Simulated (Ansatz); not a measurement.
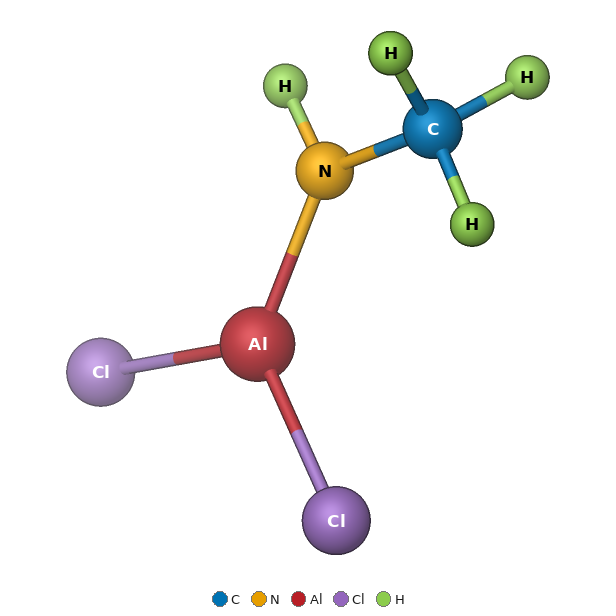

Distant atoms are faded towards the background colour. The computed structure is the end point of a PBE-D4/def2-SVP optimisation. No frequency run is at hand to confirm it as a minimum.

> Which symmetry elements does this geometry have?

It has 1 mirror plane, so the point group is Cs. The group has 2 operations. The geometry is achiral, and symmetry allows a dipole moment.
